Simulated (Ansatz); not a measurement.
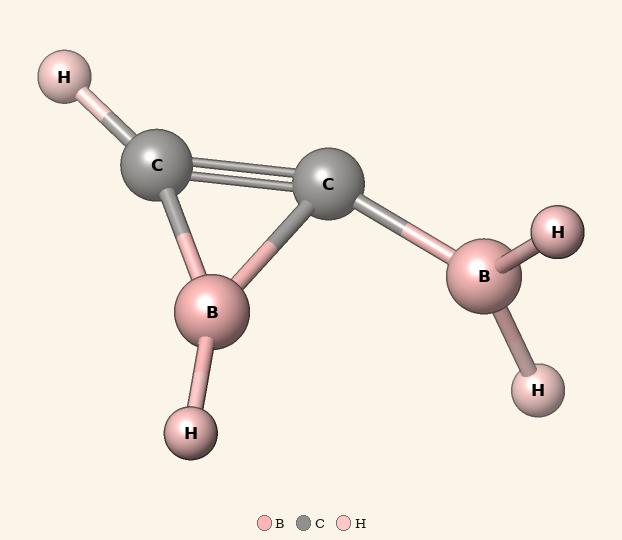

Atoms fade into the background with distance from the viewer. The computed structure is the end point of a PBE0-D4/def2-TZVP optimisation.

> Which symmetry elements does this geometry have?

It has 1 mirror plane, so the point group is Cs. The group has 2 operations. The geometry is achiral, and symmetry allows a dipole moment.
